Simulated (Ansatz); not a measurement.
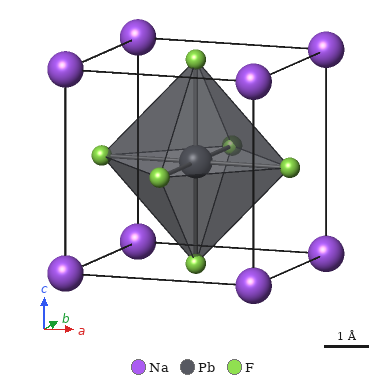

Polyhedral drawing of the structure, looking slightly off an axis. The wireframe shows the conventional unit cell.

NaPbF$_{3}$, space group P4/mmm (No. 123), a = 4.672 Å, b = 4.672 Å, c = 4.799 Å, α = 90.00°, β = 90.00°, γ = 90.00°. The cell started as a structure type filled with these elements by a generator (whether the compound takes this form wasn't checked). The cell was then strained or its atoms displaced on purpose. A calculation with Ansatz used it as input.

This one geometry was computed with Ansatz (DFT, plane waves, PAW) at three levels of theory: PBE, r2SCAN and HSE06. It was relaxed with r2SCAN and then strained.

How does the band gap change with the level of theory?

Answer. PBE: a gap of 1.63 eV, indirect; r2SCAN: a gap of 2.12 eV, indirect; HSE06: a gap of 2.60 eV, indirect.

Collect the results in a table.

Answer.
| level | cutoff (eV) | k-mesh of the run's cell | gap (eV) | pressure (GPa) |
| --- | --- | --- | --- | --- |
| PBE | 420 | 6×6×6 | 1.63 | 3.1 |
| r2SCAN | 500 | 6×6×6 | 2.12 | 1.7 |
| HSE06 | 420 | 4×4×4 | 2.60 | 2.2 |

Gaps are taken on the k-mesh or band path of each run.
